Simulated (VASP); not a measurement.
Band structure of Ta₂C (space group P-3m1). These are LDA (Ceperley-Alder, Perdew-Zunger), VASP's LDA PAW potentials (set 64) (plane waves; VASP) values and carry that method's errors.

Unless said otherwise, spin-orbit coupling is left out, though it shifts the bands of the heavy elements here.

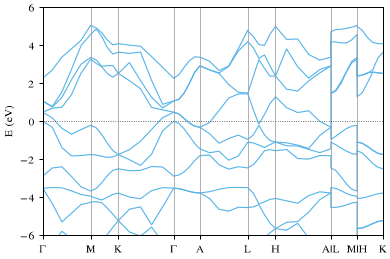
Bands along high-symmetry lines, zero at the valence-band maximum or, without a gap, the Fermi level

Read the plot: is there a gap, and where are the band edges?

It has no gap at this level: it comes out as a metal or semimetal.

The structure comes from a computed database's Ta2C entry (P-3m1); how it stands against other phases isn't given here. The cell was not relaxed at this level.
